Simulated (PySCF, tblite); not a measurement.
# C5H5BrO2: open-shell or spin-flip excitations

What do calculations give for the open-shell or spin-flip excitations of C5H5BrO2 (`C=COC(=O)/C=C/Br`)?

Programs: tblite 0.8.0 and PySCF 2.14.0, with routines of our own; each step states its level. All values are computed. Atoms count from 0.

## Step 1: The system as given

13 atoms, charge 0, multiplicity 1; geometry from: force field or distance geometry start.

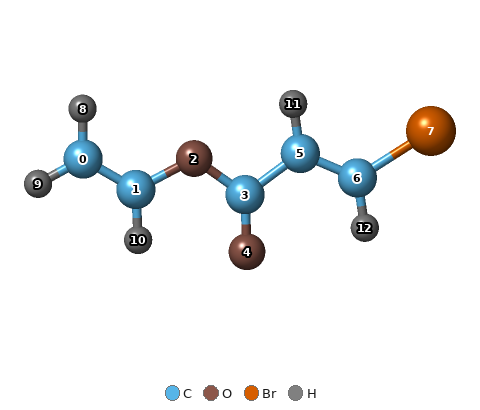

The starting geometry (carbon blue, oxygen brown, bromine orange, hydrogen grey).

## Step 2: Relaxing the molecule with GFN2-xTB, one coordinate held

What the job is given:

```
{"job": {"kind": "relax", "xc": "GFN2-xTB", "basis": "xTB"}, "charge": 0, "multiplicity": 1}
C     -2.949600     0.759700     0.168600
C     -1.905300    -0.046100     0.151500
O     -0.589700     0.447100     0.195000
C      0.400200    -0.473300     0.170900
O      0.294000    -1.698700     0.152700
C      1.680100     0.245300     0.213100
C      2.829400    -0.442100     0.208100
Br     4.514100     0.346800     0.259100
H     -2.833600     1.837000     0.201300
H     -3.970200     0.360700     0.150100
H     -1.987200    -1.131700     0.129400
H      1.654500     1.324500     0.246200
H      2.858900    -1.528600     0.193100
```

Launch:

```
$ OMP_NUM_THREADS=1 python excited_run.py task.json out
```

This one command runs all jobs of the session in turn.

Output:

```text
step      E/eV     max force
  0    -691.55175    2.070
  1    -691.59813    1.955
  2    -691.62747    0.359
  3    -691.63155    0.207
  4    -691.63373    0.210
  5    -691.63529    0.143
  6    -691.63638    0.081
  7    -691.63660    0.068
  8    -691.63682    0.068
  9    -691.63709    0.065
 10    -691.63728    0.064
 11    -691.63739    0.062
 12    -691.63745    0.063
 13    -691.63751    0.064
 14    -691.63757    0.064
 15    -691.63761    0.062
 16    -691.63763    0.062
 17    -691.63765    0.063
 18    -691.63766    0.063
 19    -691.63768    0.062
```

Run time: 0.89 s. Hardware: 1 thread of Intel Xeon at 2.50GHz, shared host; peak memory 0.18 GiB.

One coordinate is held by a constraint (a dihedral, as typed in the start), so the force along it need not vanish.

Step by step:

```tsv
step	energy from step 0 (eV)	largest force (eV/Å)
0	0.0000	2.0698
1	-0.0464	1.9549
2	-0.0757	0.3589
3	-0.0798	0.2066
4	-0.0820	0.2104
5	-0.0835	0.1427
6	-0.0846	0.0810
7	-0.0849	0.0681
8	-0.0851	0.0680
9	-0.0853	0.0653
10	-0.0855	0.0644
11	-0.0856	0.0625
12	-0.0857	0.0633
13	-0.0858	0.0644
14	-0.0858	0.0636
15	-0.0859	0.0624
16	-0.0859	0.0622
17	-0.0859	0.0626
18	-0.0859	0.0627
19	-0.0859	0.0623
```

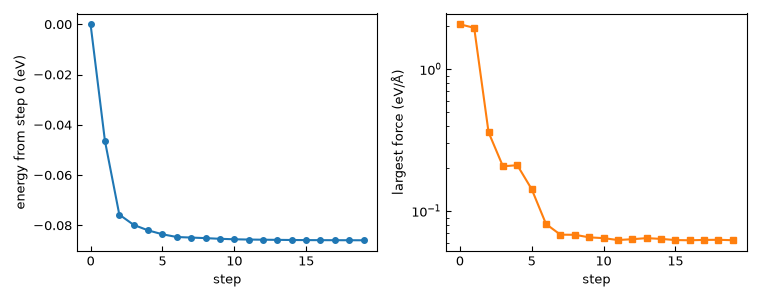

Energy and force, step by step.

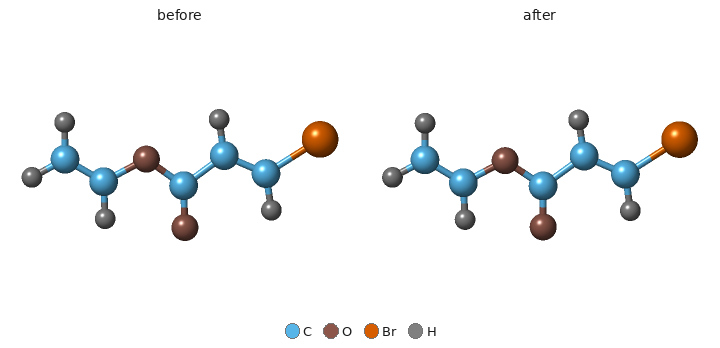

The geometry before (left) and after (right).

Distances of close pairs at the start and the end, largest changes first:

```tsv
bond	before (Å)	after (Å)	change (Å)
C1–O2	1.406	1.376	-0.030
C3–O4	1.230	1.205	-0.025
C0–H9	1.096	1.073	-0.023
C5–C6	1.339	1.328	-0.011
C0–H8	1.084	1.075	-0.009
C6–Br7	1.861	1.869	+0.008
C6–H12	1.087	1.080	-0.007
C1–H10	1.089	1.083	-0.006
```

The next job starts from the end point, and lists it.

## Step 3: Open-shell or spin-flip excitations: collinear spin-flip TDA BHandHLYP/def2-SVP

What the job is given:

```
{"job": {"kind": "uabs", "xc": "BHandHLYP", "basis": "def2-SVP", "nstates": 8, "spin_flip": true, "ref_mult": 3}, "charge": 0, "multiplicity": 1}
C     -2.938514     0.757268     0.169733
C     -1.903970    -0.062053     0.158733
O     -0.616193     0.420507     0.188164
C      0.398048    -0.464124     0.179014
O      0.260944    -1.660863     0.145619
C      1.690217     0.245262     0.215854
C      2.825336    -0.444555     0.209153
Br     4.513250     0.356176     0.254101
H     -2.810509     1.824656     0.201044
H     -3.939888     0.371709     0.147196
H     -1.978382    -1.141792     0.127650
H      1.653035     1.322782     0.246350
H      2.842239    -1.524487     0.196604
```

With the program's defaults for keys left out, this is: collinear spin-flip TDA BHandHLYP/def2-SVP, vertical, gas phase, core orbitals frozen in the response.

Output:

```text
coarse grid: 55952 points
cycle   1  E = -2916.9988462935  dE =  6.402e-01  |g| = 6.066e-01  |ddm| = 2.928e+00
cycle   2  E = -2916.4456626955  dE =  5.532e-01  |g| = 1.216e+00  |ddm| = 1.766e+00
cycle   3  E = -2917.1270160323  dE = -6.814e-01  |g| = 2.871e-01  |ddm| = 1.585e+00
cycle   4  E = -2917.1677641927  dE = -4.075e-02  |g| = 9.486e-02  |ddm| = 3.658e-01
cycle   5  E = -2917.1806203477  dE = -1.286e-02  |g| = 9.051e-02  |ddm| = 2.563e-01
cycle   6  E = -2917.1867564963  dE = -6.136e-03  |g| = 4.865e-02  |ddm| = 1.034e-01
cycle   7  E = -2917.1942857654  dE = -7.529e-03  |g| = 4.235e-02  |ddm| = 1.942e-01
cycle   8  E = -2917.1989576722  dE = -4.672e-03  |g| = 1.737e-02  |ddm| = 1.994e-01
cycle   9  E = -2917.1996183799  dE = -6.607e-04  |g| = 8.867e-03  |ddm| = 6.659e-02
cycle  10  E = -2917.1997371755  dE = -1.188e-04  |g| = 4.619e-03  |ddm| = 2.116e-02
cycle  11  E = -2917.1997844789  dE = -4.730e-05  |g| = 3.618e-03  |ddm| = 1.288e-02
cycle  12  E = -2917.1998195255  dE = -3.505e-05  |g| = 1.850e-03  |ddm| = 1.416e-02
cycle  13  E = -2917.1998298811  dE = -1.036e-05  |g| = 1.168e-03  |ddm| = 6.963e-03
cycle  14  E = -2917.1998348354  dE = -4.954e-06  |g| = 6.718e-04  |ddm| = 4.928e-03
final grid: 118392 points
cycle  15  E = -2917.1998113034  dE = -9.332e-07  |g| = 6.537e-04  |ddm| = 1.689e-03
cycle  16  E = -2917.1998117940  dE = -4.906e-07  |g| = 8.335e-04  |ddm| = 1.544e-03
cycle  17  E = -2917.1998121796  dE = -3.856e-07  |g| = 3.036e-04  |ddm| = 7.894e-04
cycle  18  E = -2917.1998127604  dE = -5.807e-07  |g| = 2.577e-04  |ddm| = 1.597e-03
cycle  19  E = -2917.1998131194  dE = -3.591e-07  |g| = 5.921e-05  |ddm| = 2.209e-03
cycle  20  E = -2917.1998131285  dE = -9.043e-09  |g| = 3.475e-05  |ddm| = 2.082e-04
cycle  21  E = -2917.1998131324  dE = -3.983e-09  |g| = 1.199e-05  |ddm| = 1.916e-04
cycle  22  E = -2917.1998131327  dE = -2.351e-10  |g| = 7.511e-06  |ddm| = 2.874e-05
converged SCF energy = -2917.1998131327

<S^2> of the reference = 2.0184 (exact 2.0000)

Spin-flip excitations, energies against the reference
state   eV       nm        f      <S^2>   main configurations
  1  -3.3318        -   0.00000   0.027   Ha->Lb 0.96
  2   0.7337    305.0   0.00020   2.037   Ha->L+1b 0.40, H-3a->Lb 0.34, H-8a->Lb 0.11
  3   2.2374    222.6   0.00031   1.060   H-2a->Lb 0.73, H-4a->Lb 0.19
  4   2.3643    217.7   0.25347   0.944   H-1a->Lb 0.87
  5   2.6525    207.2   0.43001   0.361   H-3a->Lb 0.54, Ha->L+1b 0.36
  6   2.7450    204.0   0.00031   1.035   H-4a->Lb 0.72, H-2a->Lb 0.22
  7   3.1860    190.2   0.00267   1.024   Ha->L+2b 0.95
  8   4.2223    164.1   0.05347   0.921   H-6a->Lb 0.48, H-8a->Lb 0.31, Ha->L+1b 0.09
```

Wall time 67 s (1 thread of Intel Xeon at 2.50GHz, shared host); peak memory 0.59 GiB.

The ⟨S²⟩ below is that of the reference state, of multiplicity 3.

Key values:

```tsv
quantity	value
low spin less high spin	-4.065 eV
⟨S²⟩	2.018
```

Löwdin spin populations of the reference state:

C0 0.04; C1 -0.02; O2 0.02; C3 0.01; O4 0.21; C5 0.76; C6 0.81; Br7 0.18; H8 0.00; H9 0.00; H10 0.00; H11 0.00; H12 0.00

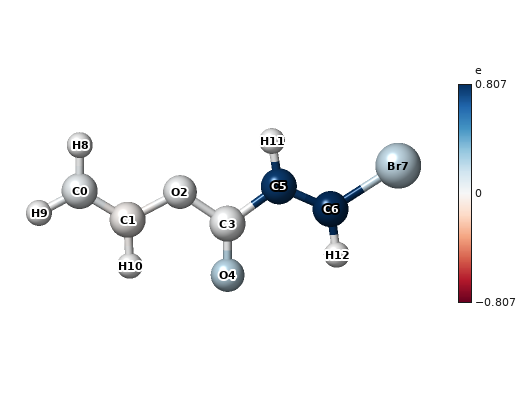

Löwdin spin populations of the reference state, as colours on the atoms.

## Step 4: Results

| quantity | value |
| --- | --- |
| low spin less high spin (step 3, collinear spin-flip TDA BHandHLYP/def2-SVP) | -4.065 eV |

**Reading.** The values above hold for this geometry and these levels alone.
